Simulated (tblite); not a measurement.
## Run report: C9H26Si10, frequency calculation

- system: C9H26Si10
- method: GFN2-xTB harmonic vibrations, gas phase (tblite 0.8.0)

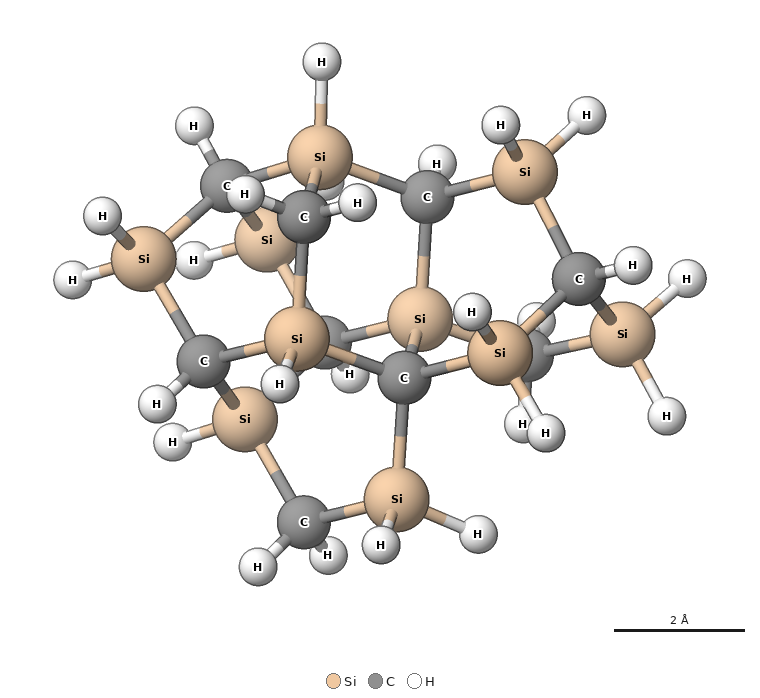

*The structure (ball-and-stick view, seen at a tilt).*

Bond lengths as drawn: C–H 1.09 Å, C–Si 1.89 to 1.92 Å and H–Si 1.47 to 1.49 Å.

### Key numbers

| quantity | value |
| --- | --- |
| outcome | converged |
| total energy | −1354.3249 eV |
| zero-point energy | 187.3980 kcal/mol |
| hardware | 2 CPU threads, shared host |
| wall time | 20 s (CPU time 27 s) |
| peak memory | 0.16 GiB |

### Input file
```
{"job": {"kind": "ir", "xc": "GFN2-xTB", "basis": "xTB"}, "charge": 0, "multiplicity": 1}
Si     0.339081    -2.829060     2.597196
C      0.385097    -2.772310     0.700580
Si     0.353373     2.578078    -2.562167
Si    -1.219295     1.697504     0.043839
C     -1.166106     1.678612    -1.870297
Si    -1.203254    -0.107016    -2.524637
Si     0.341211    -0.976850     0.054081
C      0.361903    -0.957852    -1.864274
Si    -2.783002    -0.972227     0.063299
C     -2.737387    -0.989694    -1.835777
C      0.340247     2.575384     0.683578
Si    -1.221204    -0.129674     2.625927
C     -1.230041    -0.092457     0.719707
C      0.339142    -1.036437     3.216746
Si     1.909021     1.719871     0.045283
C      1.871676     1.675942    -1.867515
Si     1.904683    -0.096390    -2.545931
Si     1.906401    -0.133673     2.640780
C      1.868246    -0.048826     0.743044
H     -0.855168    -3.549465     3.074575
H      1.515448    -3.551891     3.119088
H     -0.455947    -3.328392     0.294119
H      1.280884    -3.270598     0.336460
H      0.360422     4.008922    -2.196601
H      0.349478     2.533287    -4.037309
H     -2.435909     2.422066     0.497752
H     -2.054205     2.191564    -2.237827
H     -1.244177    -0.137406    -4.008082
H      0.367280    -1.988968    -2.216310
H     -2.871968    -2.355496     0.572611
H     -3.995542    -0.270899     0.526611
H     -2.759745    -2.014440    -2.197479
H     -3.634292    -0.516480    -2.226723
H      0.327949     3.616379     0.372873
H      0.339837     2.576892     1.769632
H     -1.265262     1.226268     3.210318
H     -2.412849    -0.821249     3.157377
H      0.330481    -1.051075     4.306390
H      3.129330     2.435647     0.497281
H      2.760096     2.187087    -2.235786
H      1.882701    -0.092672    -4.022206
H      3.145031    -0.801333    -2.159072
H      1.967174     1.202267     3.263724
H      3.109606    -0.855991     3.100971
H      2.759766    -0.559005     0.377743
```

The first line tells a small driver script what to run in tblite; the rest is the geometry in Å.

Run as:
```bash
OMP_NUM_THREADS=2 python <driver script> task.json out
```

### What the program printed
```
mode    cm-1     km/mol
  1      65.9      0.02
  2      85.6      0.01
  3     104.1      0.18
  4     111.2      0.07
  5     140.8      0.54
  6     146.2      0.86
  7     156.3      0.29
  8     165.3      0.93
  9     173.3      2.90
 10     177.7      1.15
 11     183.2      2.52
 12     190.2      2.19
 13     201.1      0.65
 14     203.7      1.12
 15     213.2      1.36
 16     224.5      2.51
 17     229.1      3.29
 18     234.0      7.88
 19     242.5      5.25
 20     266.1     19.06
 21     303.6      6.54
 22     321.5     13.66
 23     332.6      6.81
 24     348.7     14.64
 25     374.6     13.14
 26     398.8      7.93
 27     420.3     16.73
 28     446.6      6.27
 29     457.1     21.46
 30     470.3     52.07
 31     471.9     50.20
 32     476.7      9.52
 33     488.1     37.22
 34     515.4     15.66
 35     523.5      0.82
 36     528.4      7.21
 37     532.9     17.01
 38     533.9      1.91
 39     547.1     23.52
 40     553.5      6.83
 41     555.3      0.69
 42     559.7     10.91
 43     561.0      9.35
 44     569.9      1.69
 45     583.2     28.40
 46     590.2      1.19
 47     594.8     43.79
 48     610.2     15.27
 49     615.5      3.80
 50     625.9     28.06
 51     631.3     21.53
 52     647.5     53.99
 53     652.0     45.80
 54     654.5      2.43
 55     684.5    143.35
 56     691.8     96.21
 57     707.0     98.45
 58     717.2    175.88
 59     739.2    201.17
 60     750.3     99.51
 61     752.3    212.43
 62     770.2    155.15
 63     779.6     31.31
 64     785.4    332.89
 65     791.6     12.41
 66     796.4    202.39
 67     801.9    330.88
 68     808.2    252.99
 69     810.2    154.35
 70     811.2     88.87
 71     817.5    280.64
 72     820.1    135.73
 73     824.4     74.87
 74     826.3    569.27
 75     830.2     20.78
 76     832.1     10.22
 77     835.2     38.79
 78     837.2     22.24
 79     837.7     23.27
 80     840.4     17.68
 81     844.7    120.62
 82     854.0    932.05
 83     868.3    925.92
 84     876.1   1102.91
 85     983.5      4.72
 86     991.5      2.57
 87     999.2     13.96
 88    1028.3    123.17
 89    1043.8     42.60
 90    1051.7    113.61
 91    1053.7    120.47
 92    1060.9     51.62
 93    1061.1     39.22
 94    1062.0    126.32
 95    1066.2     72.59
 96    1071.7    184.31
 97    1081.7     50.31
 98    1109.8     98.01
 99    1114.6    146.50
100    1121.6    146.19
101    1461.7      2.71
102    1462.4      5.60
103    1470.5      1.99
104    2062.6    328.38
105    2079.5    441.66
106    2082.3    203.32
107    2114.6     48.85
108    2116.4    210.84
109    2130.9     65.43
110    2136.1    520.62
111    2140.9    973.26
112    2152.1    208.07
113    2160.8     48.88
114    2161.5    500.81
115    2170.1    711.01
116    2171.2    560.79
117    2171.5    419.10
118    2180.1    522.01
119    2948.6     20.41
120    2951.6     25.68
121    2956.4     62.86
122    2957.2     41.74
123    2961.9     57.30
124    2992.0     35.89
125    2998.1     39.18
126    3004.6     18.58
127    3009.0     18.94
128    3009.0     53.76
129    3020.1     19.96
```

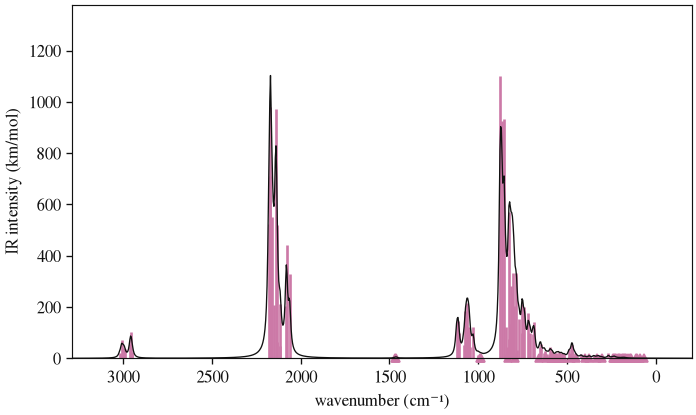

*Harmonic infrared spectrum, unscaled: sticks (degenerate modes added up, dark ones marked on the axis) with a Lorentzian envelope of 16 cm⁻¹ full width, scaled to the tallest stick.*

129 modes from 66 to 3020 cm⁻¹, none imaginary. The strongest line is at 876 cm⁻¹ (1103 km/mol).
